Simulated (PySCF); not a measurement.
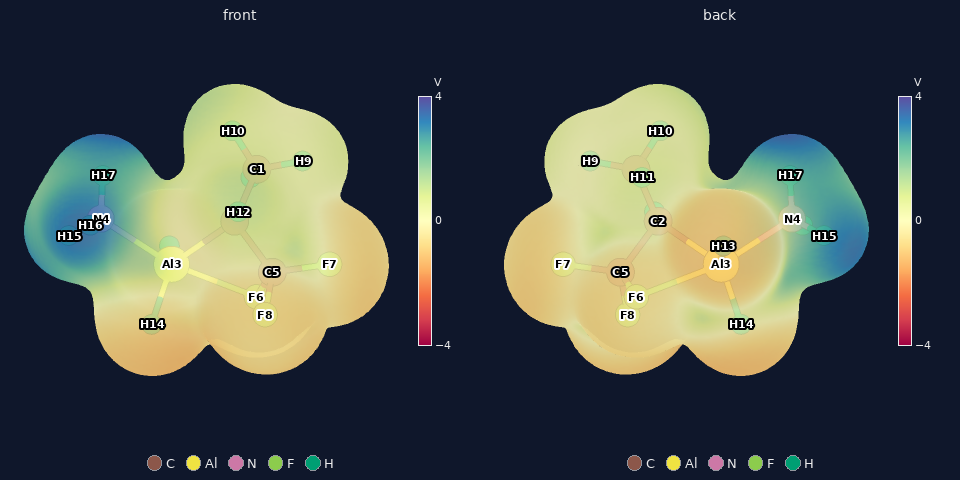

C$_{3}$H$_{9}$AlF$_{3}$N. The molecular electrostatic potential painted on the density surface at 0.004 e/bohr³, seen from the front and from behind; the colour scale runs from red (negative) to blue (positive).

Geometry: GFN2-xTB.

Computed with CAM-B3LYP/def2-SVPD, SCF density, gas phase (PySCF).

Input file:

```
{"job": {"kind": "uv", "xc": "CAM-B3LYP", "basis": "def2-SVPD", "nstates": 8, "ntriplets": 3}, "charge": 0, "multiplicity": 1}
C     -1.154001    -0.932857     1.104097
C     -0.794048     0.346707     0.331699
Al     0.893295     0.002749    -0.829904
N      2.337586     0.463424     0.532550
C     -1.557710     0.384695    -0.946292
F     -0.920477    -0.438978    -1.870105
F     -2.834597    -0.034518    -0.954472
F     -1.559366     1.589916    -1.524036
H     -2.230407    -1.044583     1.235776
H     -0.686889    -0.912474     2.086409
H     -0.781139    -1.806734     0.563916
H     -1.112200     1.221462     0.908058
H      1.253987    -1.510594    -0.966527
H      1.269512     1.081810    -1.886487
H      3.193969     0.223815     0.043300
H      2.371892     1.453344     0.766930
H      2.303594    -0.075155     1.395179
```

Command:

```sh
OMP_NUM_THREADS=1 python probes_run.py task.json out
```

### Which sites attract a positive test charge, and which a negative one?

A positive charge is drawn to the negative regions and a negative charge to the positive ones. The most negative region (about −1.2 V) lies over H14, the most positive (about +3.5 V) over H15, H16 and H17.
